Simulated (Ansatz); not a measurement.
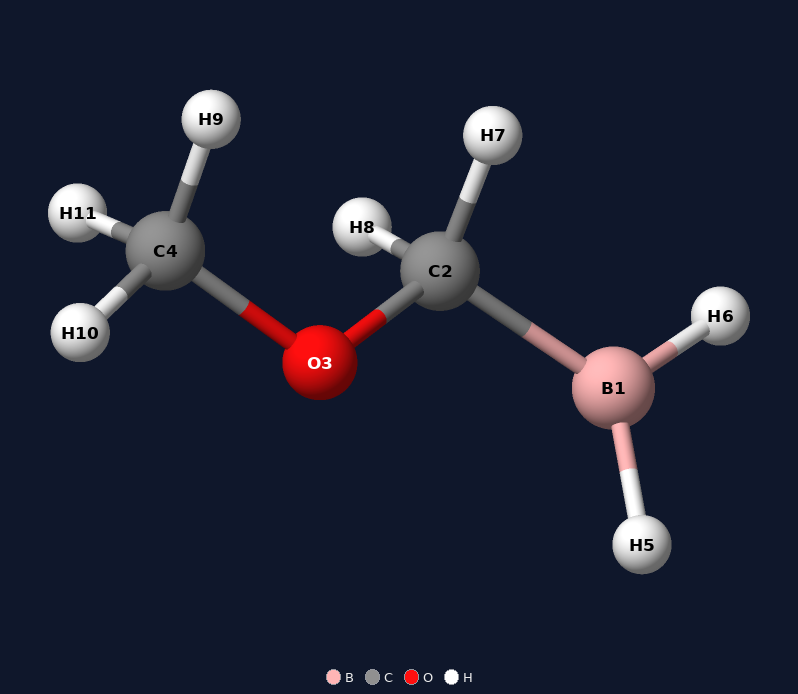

Harmonic vibrations computed with RKS PBE0-D4/def2-TZVP (Ansatz 0.2.0) at a stationary point of the same level.

Q: Is this a minimum or a saddle point?

A: A minimum: no imaginary frequency, and the lowest mode lies at 111 cm⁻¹.

Q: How many vibrational modes are there, and where do they lie?

A: 27 modes: 111, 222, 250, 262, 446, 571, 766, 967, 1039, 1056, 1177, 1184, 1215, 1239, 1244, 1356, 1418, 1474, 1479, 1500, 2591, 2679, 2913, 2925, 2983, 3032, 3134 cm⁻¹.
